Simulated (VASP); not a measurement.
```xyz
4
Lattice="4.4394 0.0000 0.0000 -2.2197 3.8446 0.0000 0.0000 0.0000 5.1268" Properties=species:S:1:pos:R:3 pbc="T T T"
Zr     0.0000     2.5631     4.8061
Zr     2.2197     1.2815     2.2427
P      0.0000     2.5631     2.2432
P      2.2197     1.2815     4.8066
```

Computed with PBEsol GGA, VASP's PBE PAW potentials (set 64) (plane waves; VASP). Numerical set-up: 400 eV cut-off, 9×9×7 Γ-centred mesh, tetrahedra with Blöchl corrections, potentials Zr_sv P.

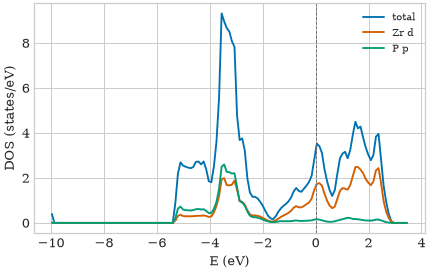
*Total and projected density of states, zero at the Fermi level*

Within 2 eV below the Fermi level the largest weight inside VASP's projection spheres is Zr d.

It has no gap at this level: it comes out as a metal or semimetal.

The structure was generated: ZrP was put into the wurtzite type (P6_3mc), which need not be its known phase. It was relaxed first, which changed the volume by -37 %. The relaxed cell has space group P6_3/mmc.
